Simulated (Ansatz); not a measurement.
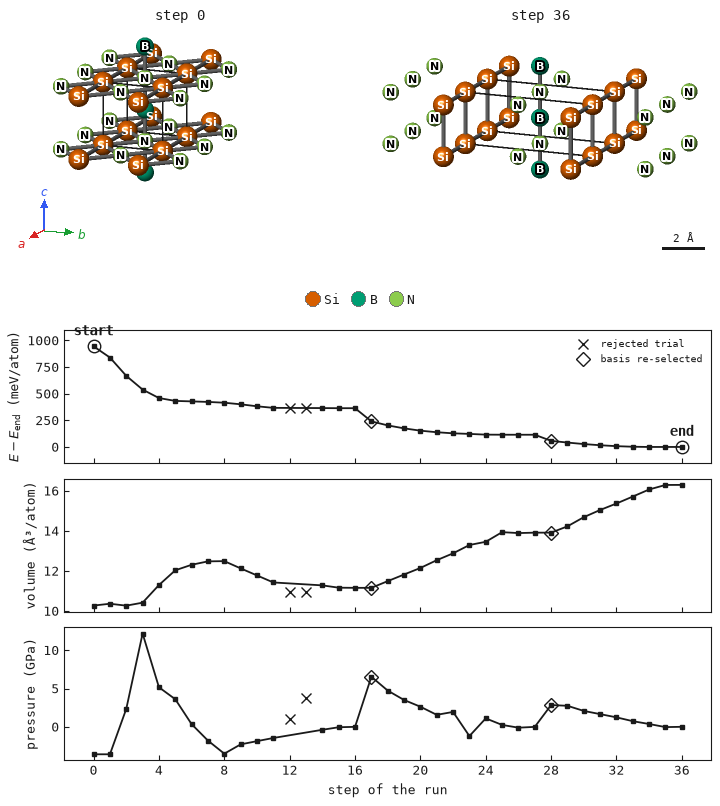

First and last geometry of a relaxation of crystalline SiBN (a generated structure, set up in Pmmm), with the history of the run. Style: ball-and-stick. Shown: the cell of the calculation, slightly off an axis.

Method: DFT PBE, scalar-relativistic, plane waves, PAW (Ansatz 0.2.0).

Input
```yaml
crystal:
  lattice:
    - [3.11284038, 0.0, 0.0]
    - [0.0, 3.1342516, 0.0]
    - [0.0, 0.0, 3.15825315]
  atoms:
    - { symbol: Si, position: [0.0, 0.0, 0.0] }
    - { symbol: B, position: [0.5, 0.5, 0.5] }
    - { symbol: "N", position: [0.5, 0.5, 0.0] }
basis:
  ecutwfc: 420
kpoints:
  mp_grid: { grid: [14, 14, 14] }
hamiltonian:
  xc: pbe
scf:
  occupations: { method: gaussian, width: 0.1 }
output:
  forces: true
  stress: true
  eigenvalues: true
  write_density: true
  write_potential: true
  elf: true
  volumetric_format: npy
relax:
  adjacent_minimum: "off"
  f_tol: 0.01
  max_steps: 80
  cell: { stress_tol: 0.05 }
```

Launched with:
```bash
ansatz run input.yaml --threads 1 --pin off --max-ram 2560MiB --backend cpu --events-out ev --progress --plain --runs-dir out
```

> Did the run converge, and what did it change?

The run was cut off at its time limit before the relaxation converged, so the last structure is only a point on the way. The energy falls by 945 meV per atom in 32 accepted moves (36 points after the start). All forces vanish by symmetry, so only the cell relaxes. Pressure: −3.59 GPa at the start and 0.00 GPa at the end. The line search rejected the trial steps at points 12, 13 of the run. The SCF was repeated twice at an unchanged geometry on a basis and grid sized afresh for the cell, which shifted the energy by 124 meV per atom at most. The atoms keep their places relative to the cell (all moves are under 0.005 Å). The volume changes by +58.6 %, with a 3.113 → 2.816 Å (−9.5 %), b 3.134 → 6.694 Å (+113.6 %), c 3.158 → 2.593 Å (−17.9 %). Among the contacts that change: Si1–N3 2.209 → 3.631 Å, Si1–B2 2.715 → 3.856 Å, Si1–Si1 3.158 → 2.593 Å, Si1–Si1 (another image) 3.113 → 2.816 Å. Bonds break: Si1–N3 (2.21 → 3.63 Å). The space group stays Pmmm (No. 47).
